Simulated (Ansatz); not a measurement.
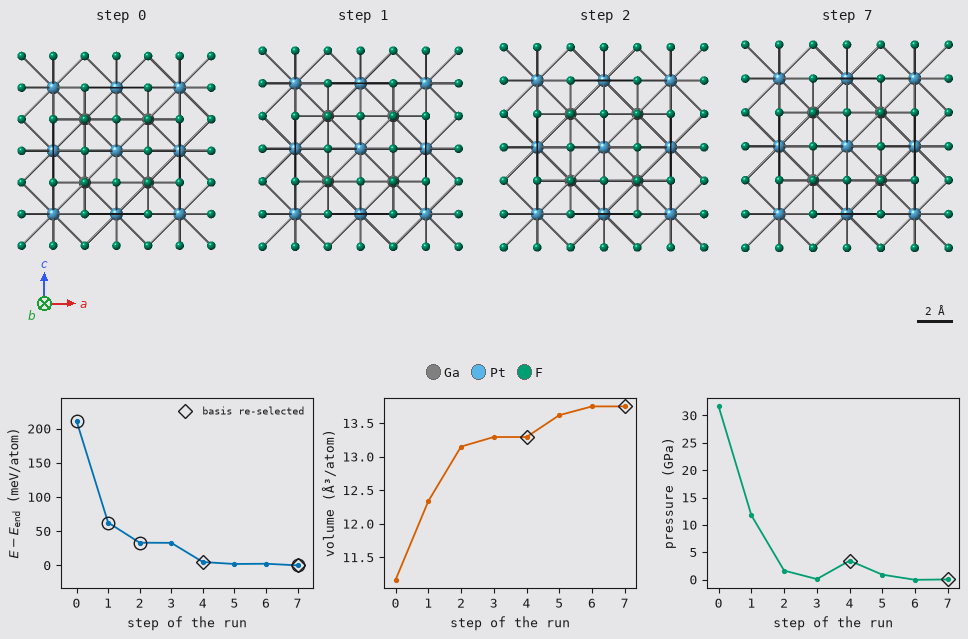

Frames of a relaxation of solid Ga2PtF6 (a generated structure, set up in Fm-3m) (coarse preliminary run), marked on the history of the run. The picture is a ball-and-stick view of the conventional cell (4 times the calculation's cell), seen along the b axis. Lengths and directions refer to the drawn axes.

All numbers below come from DFT PBE, scalar-relativistic, plane waves, PAW (Ansatz).

The input:
```yaml
crystal:
  lattice:
    - [0.0, 3.69010556, 3.69010556]
    - [3.69010556, 0.0, 3.69010556]
    - [3.69010556, 3.69010556, 0.0]
  atoms:
    - { symbol: Ga, position: [0.75, 0.75, 0.75] }
    - { symbol: Ga, position: [0.25, 0.25, 0.25] }
    - { symbol: Pt, position: [0.0, 0.0, 0.0] }
    - { symbol: F, position: [0.5, 0.0, 0.0] }
    - { symbol: F, position: [0.0, 0.5, 0.5] }
    - { symbol: F, position: [0.0, 0.5, 0.0] }
    - { symbol: F, position: [0.5, 0.0, 0.5] }
    - { symbol: F, position: [0.0, 0.0, 0.5] }
    - { symbol: F, position: [0.5, 0.5, 0.0] }
basis:
  ecutwfc: 420
kpoints:
  mp_grid: { grid: [4, 4, 4] }
hamiltonian:
  xc: pbe
scf:
  occupations: { method: gaussian, width: 0.1 }
  lower_state_search: "off"
output:
  forces: true
  stress: true
  eigenvalues: true
relax:
  adjacent_minimum: "off"
  f_tol: 0.04
  max_steps: 70
  cell: { stress_tol: 0.4 }
```

Command:
```bash
ansatz run input.yaml --threads 1 --pin off --max-ram 2048MiB --backend cpu --events-out ev --progress --plain --runs-dir out
```

> What happens along the run?

After 5 accepted moves (7 points after the start) the energy has fallen by 211 meV per atom. All forces vanish by symmetry, so only the cell relaxes. Pressure: 31.66 GPa at the start and 0.03 GPa at the end. The SCF was repeated twice at an unchanged geometry on a basis and grid sized afresh for the cell, which shifted the energy by 28.1 meV per atom at most. The atoms keep their places relative to the cell (all moves are under 0.005 Å). The drawn cell changes as follows: a = b = c 7.380 → 7.910 Å (+7.2 %); the volume changes by +23.1 %. Near-neighbour distances that change, for instance: Pt3–F4 2.609 → 2.797 Å, Ga1–F4 1.845 → 1.978 Å. The space group stays Fm-3m (No. 225). Cost: 29 s on 1 thread of Arm Neoverse V2, on a shared host, peak memory 0.48 GiB. From step 0 to 1: volume +10.5 %, energy −149 meV per atom. From step 1 to 2: volume +6.6 %, energy −29.6 meV per atom. From step 2 to 7: volume +4.6 %, energy −33.1 meV per atom.

| step | E − E(0), meV/atom | pressure, GPa | volume, Å³/atom | note |
| --- | --- | --- | --- | --- |
| 0 | 0.00 | 31.66 | 11.166 |  |
| 1 | -148.74 | 11.75 | 12.338 |  |
| 2 | -178.30 | 1.65 | 13.151 |  |
| 3 | -178.49 | 0.10 | 13.294 |  |
| 4 | -206.54 | 3.46 | 13.294 | same geometry, new basis |
| 5 | -209.42 | 0.90 | 13.619 |  |
| 6 | -209.07 | -0.04 | 13.750 |  |
| 7 | -211.42 | 0.03 | 13.750 | same geometry, new basis |
